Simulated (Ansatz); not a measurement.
**PH₂+ (triplet): B2PLYP, RPA-PBE over a scan of the scale of all distances, cc-pVDZ**

Aim: run PH₂+ (triplet) with these functionals over a scan of the scale of all distances, and hold them against the top wave-function level at the same points.

Computed with Ansatz 0.2.0, Gaussian basis. Level: cc-pVDZ, all electrons in the functionals, frozen cores in the correlation of double hybrids and RPA.

Plan: B2PLYP, RPA-PBE, at 0.881; 1.000; 1.133; 1.278; 1.527; 1.731; 2.008; 2.384.

10 further runs of the same task are left out: 5 that didn't finish, 5 set aside as unsound or not needed.

## 1. The system

The geometry derives from a PBE0/def2-TZVP stationary point (not a proven minimum). All distances are scaled together.

3 atoms, charge 1, spin multiplicity 3.

Atoms are counted from 1 here; the program's logs count them from 0.

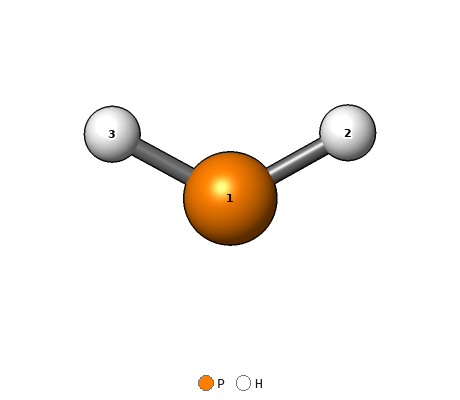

The structure; phosphorus orange, hydrogen white; atoms are numbered from 1 in the order of the file.

No dispersion term is added.

The geometry shown and the zero of energy belong to the point 1.000. The yardstick, FCI, and other wave-function levels (R restricted, U unrestricted, valence and pair active spaces) come from earlier runs.

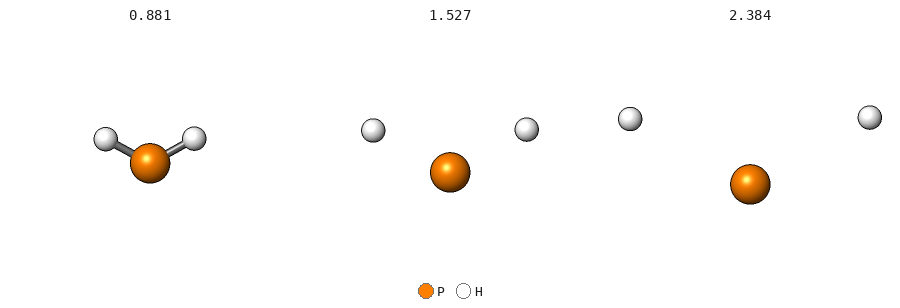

Three points of the scan; sticks are drawn by distance.

## 2. B2PLYP, 0.881

Input file in.yaml:

```yaml
crystal:
  periodic: [false, false, false]
  atoms:
    - {symbol: P, position_ang: [0.000000, -0.036837, 0.000000]}
    - {symbol: H, position_ang: [0.000000, 0.566000, -1.092192]}
    - {symbol: H, position_ang: [0.000000, 0.566000, 1.092192]}
basis:
  gaussian: {orbitals: cc-pVDZ}
total_charge: 1
magnetization: {spin_polarized: true, initial_magnetization: 2}
hamiltonian: {xc: {name: B2PLYP}}
correlation: {electrons: outside_noble_gas}
```

Started as:

```sh
$ ansatz run in.yaml --threads 1 --pin off --events-out ev --progress --plain --max-ram 2393MiB
```

After this run come: B2PLYP, 1.000; B2PLYP, 1.133; B2PLYP, 1.278; B2PLYP, 1.527; B2PLYP, 1.731; B2PLYP, 2.008; B2PLYP, 2.384; RPA-PBE, 0.881; RPA-PBE, 1.000; RPA-PBE, 1.133; RPA-PBE, 1.278; RPA-PBE, 1.527; RPA-PBE, 1.731; RPA-PBE, 2.008; RPA-PBE, 2.384.

**Question.** What will the summary of the whole plan be? Wanted: span of the FCI curve; largest miss, B2PLYP; largest miss, RPA-PBE.

As calculated:

```
             quantity              value
span of the FCI curve           5.892 eV
 largest miss, B2PLYP  +0.238 eV (1.731)
largest miss, RPA-PBE  -0.392 eV (2.384)
```

Of the functionals, B2PLYP keep the smallest largest miss at the points compared (at most 0.238 eV) and RPA-PBE strays most (0.392 eV, at 2.384). B2PLYP, RPA-PBE clearly break the spin symmetry at some points (⟨S²⟩ up to 0.98 above the pure value), so energy there is bought with a mixed spin. Functionals and the yardstick converge differently with the basis, so part of each miss in cc-pVDZ is the basis.
